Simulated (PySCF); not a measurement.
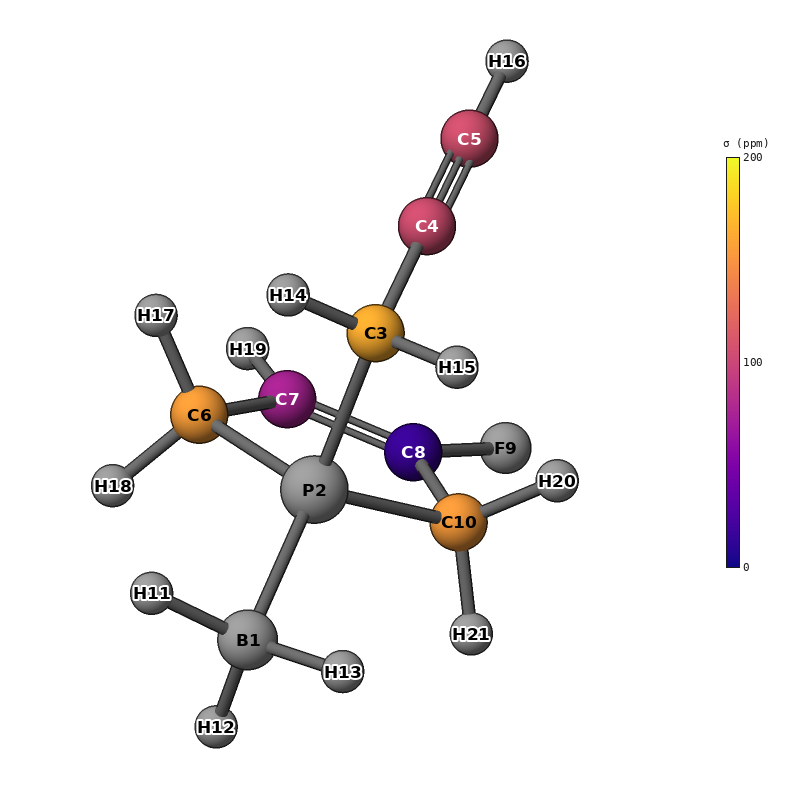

Atoms are coloured by their isotropic NMR shieldings (C only, the others grey). Computed geometry: GFN2-xTB optimisation. No frequency run is at hand to confirm it as a minimum. Level of theory: GIAO PBE0/pcSseg-1 NMR shielding, non-relativistic, gas phase (PySCF 2.14.0).

List the isotropic NMR shieldings of the C atoms.

| atom | σ (ppm) |
| --- | --- |
| C3 | 164.8 |
| C4 | 106.1 |
| C5 | 107.5 |
| C6 | 156.2 |
| C7 | 76.2 |
| C8 | 17.2 |
| C10 | 154.2 |

The geometry is semi-empirical. Around B, P such bond lengths and angles can be off by a tenth of an ångström or more and by several degrees, and values that hang on the shape move with them.
